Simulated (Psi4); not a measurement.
# BClO (boron chloride oxide): a chain of runs, part 2 of 2

Psi4 1.11.

### 3 The harmonic vibrations at r2SCAN-3c/def2-mTZVPP (density fitting) (run 2)

Contents of bclo.xyz:

```xyz
3
BClO
O      0.000000     0.000000    -1.368312
B      0.000000     0.000000    -0.159274
Cl     0.000000     0.000000     1.527586
```

Contents of bclo.py:

```python
import psi4

psi4.set_memory('1600 MB')
psi4.set_num_threads(1)
psi4.set_output_file('output.dat', False)

with open('bclo.xyz') as f:
    atoms = ''.join(f.readlines()[2:])
m = psi4.geometry('0 1\n' + atoms + '')

psi4.set_options({
    'reference': 'rks',
    't': 400.0,
    'rotational_symmetry_number': 1,
})

e_tot, wfn = psi4.frequencies("r2scan-3c", return_wfn=True)
print(f'total energy {e_tot:.8f} hartree = {e_tot * 27.211386:.5f} eV')
print('wavenumbers / cm^-1:', wfn.frequencies().np.round(1))
```

Run with:

```bash
$ python bclo.py
```

output.dat (excerpt; [...] marks lines left out):

```text
[...]
  Running in c2v symmetry.
[...]
  Nuclear repulsion =   69.024084416124509
[...]
  Multiplicity = 1
[...]
  Nalpha       = 15
  Nbeta        = 15
[...]
    Number of basis functions: 70
[...]
   @DF-RKS iter   1:  -560.03017819707463   -1.42408e-01   2.05476e-02 DIIS/ADIIS
[...]
  Running in cs symmetry.
[...]
   @DF-RKS iter  12:  -560.31395819158467   -4.54747e-13   1.31737e-09 DIIS
[...]
    Orbital Energies [Eh]
    ---------------------
    Doubly Occupied:
       1Ap  -101.283002     2Ap   -18.962353     3Ap    -9.439158
       4Ap    -7.183370     1App   -7.175713     5Ap    -7.175713
       6Ap    -6.713342     7Ap    -0.961406     8Ap    -0.867299
       9Ap    -0.492444    10Ap    -0.389644     2App   -0.389077
      11Ap    -0.389077     3App   -0.322548    12Ap    -0.322548
[...]
  @DF-RKS Final Energy:  -560.31395819158467
   => Energetics <=
    Nuclear Repulsion Energy =             69.0240775314639023
    One-Electron Energy =                -908.4885271041135866
    Two-Electron Energy =                 319.9770160259562317
    DFT Exchange-Correlation Energy =     -40.8291086467130313
    Empirical Dispersion Energy =           0.0025840018217932
    VV10 Nonlocal Energy =                  0.0000000000000000
    Total Energy =                       -560.3139581915846748
[...]
  -Total Gradient:
     Atom            X                  Y                   Z
    ------   -----------------  -----------------  -----------------
       1        0.000000000000     0.000047126777    -0.000649620795
       2        0.000000000000    -0.000078398636    -0.000169385318
       3        0.000000000000     0.000032318264    -0.000641573785
[...]
  ==> Harmonic Vibrational Analysis <==
[...]
  Freq [cm^-1]                 404.9039            404.9039            688.6649
[...]
  IR activ [km/mol]            29.1398             29.1398             11.8597
[...]
  Freq [cm^-1]                1997.7684
[...]
  IR activ [km/mol]            297.2720
[...]
  Total E_0, Enthalpy at 0 [K]                                                         -560.30599323 [Eh]
[...]
  Total H, Enthalpy at  400.00 [K]                                                     -560.30014378 [Eh]
[...]
  Total G, Gibbs energy at  400.00 [K]                                                 -560.33830223 [Eh]
[...]
```

Standard output:

```text
Warning: used thermodynamics relations inappropriate for low-frequency modes: ['404.9039' '404.9039']
total energy -560.31395825 hartree = -15246.91940 eV
wavenumbers / cm^-1: [ 404.9  404.9  688.7 1997.8]
```

Run time: 37 s. Hardware: 1 thread of Intel Xeon 6975P-C (Granite Rapids), shared host; peak memory 0.52 GiB.

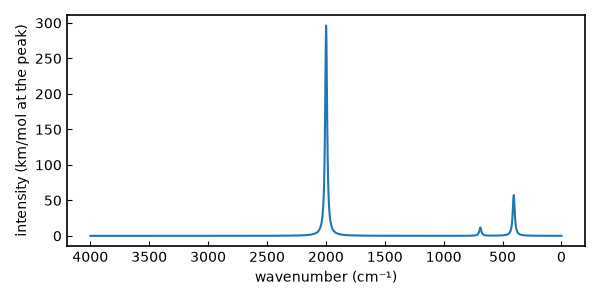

Harmonic infrared spectrum, unscaled, lines broadened by 10 cm⁻¹.

### 4 The energy at MP2/cc-pVTZ (density fitting, density fitting for correlation) (run 3)

Contents of run.py:

```python
import psi4

psi4.set_memory('1600 MB')
psi4.set_num_threads(1)
psi4.core.set_output_file('bclo.out', False)

geom = psi4.geometry("""
0 1
O     -1.239778    -0.393984     1.394710
B     -0.661862    -0.274548     0.339475
Cl     0.144768    -0.107911    -1.132625
symmetry c1
""")

psi4.set_options(dict(reference='rhf', freeze_core=True))

energy_value, wavefunction = psi4.energy("mp2/cc-pVTZ", return_wfn=True)
print('E =', round(energy_value, 9))
```

Run with:

```bash
$ python run.py
```

bclo.out (excerpt; [...] marks lines left out):

```text
[...]
  Running in c1 symmetry.
[...]
  Nuclear repulsion =   69.024074144483848
[...]
  Multiplicity = 1
[...]
  Nalpha       = 15
  Nbeta        = 15
[...]
    Number of basis functions: 94
[...]
   @DF-RHF iter   1:  -559.05397846438075   -6.89922e-01   6.07538e-03 DIIS/ADIIS
[...]
   @DF-RHF iter  11:  -559.18432402134090   -4.54747e-12   4.94012e-09 DIIS
[...]
    Orbital Energies [Eh]
    ---------------------
    Doubly Occupied:
       1A   -104.905555     2A    -20.562147     3A    -10.631966
       4A     -8.098771     5A     -8.097025     6A     -8.097025
       7A     -7.700678     8A     -1.330994     9A     -1.181681
      10A     -0.680433    11A     -0.623071    12A     -0.570388
      13A     -0.570388    14A     -0.498175    15A     -0.498175
[...]
  @DF-RHF Final Energy:  -559.18432402134090
   => Energetics <=
    Nuclear Repulsion Energy =             69.0240741444838477
    One-Electron Energy =                -908.3238521113407842
    Two-Electron Energy =                 280.1154539455160375
    Total Energy =                       -559.1843240213408990
[...]
 Multipole Moments:
 ------------------------------------------------------------------------------------
     Multipole            Electronic (a.u.)      Nuclear  (a.u.)        Total (a.u.)
 ------------------------------------------------------------------------------------
 L = 1.  Multiply by 2.5417464519 to convert [e a0] to [Debye]
 Dipole X            :         -0.0000831            0.0000484           -0.0000347
 Dipole Y            :          0.0000153           -0.0000089            0.0000064
 Dipole Z            :         -1.5795054            0.3572865           -1.2222188
 Magnitude           :                                                    1.2222188
[...]
```

On the terminal:

```text
E = -559.6938267
```

Wall time 2.8 s (1 thread of Intel Xeon 6975P-C (Granite Rapids), shared host); peak memory 0.31 GiB.

### 5 Summary of results

This closing draws on all 2 parts.

```
                                                                            quantity             value
                               run 1, r2SCAN-3c/def2-mTZVPP: total energy at the end     -560.31396 Eh
                                         run 1, r2SCAN-3c/def2-mTZVPP: dipole moment            2.71 D
                                           run 1, r2SCAN-3c/def2-mTZVPP: HOMO energy          -8.78 eV
                                           run 1, r2SCAN-3c/def2-mTZVPP: LUMO energy          -0.61 eV
                                         run 1, r2SCAN-3c/def2-mTZVPP: HOMO–LUMO gap           8.16 eV
                            run 2, r2SCAN-3c/def2-mTZVPP: lowest harmonic wavenumber          405 cm⁻¹
                           run 2, r2SCAN-3c/def2-mTZVPP: highest harmonic wavenumber         1998 cm⁻¹
                                     run 2, r2SCAN-3c/def2-mTZVPP: zero-point energy       20.9 kJ/mol
run 2, r2SCAN-3c/def2-mTZVPP: ideal-gas entropy at 400 K (symmetry number 1 as used)  59.9 cal/(mol K)
                                                    run 3, MP2/cc-pVTZ: total energy     -559.69383 Eh
                             run 3, MP2/cc-pVTZ: HOMO energy (Hartree–Fock orbitals)         -13.56 eV
                             run 3, MP2/cc-pVTZ: LUMO energy (Hartree–Fock orbitals)           3.13 eV
                           run 3, MP2/cc-pVTZ: HOMO–LUMO gap (Hartree–Fock orbitals)          16.68 eV
                     run 3, MP2/cc-pVTZ: correlation energy (7 core orbitals frozen)        -509.5 mEh
```

**Reading.** The optimisation (run 1, r2SCAN-3c/def2-mTZVPP) took 4 steps and changed the energy by -0.049 eV. All 4 modes (run 2, r2SCAN-3c/def2-mTZVPP) are real, so the shape is a minimum at this level.
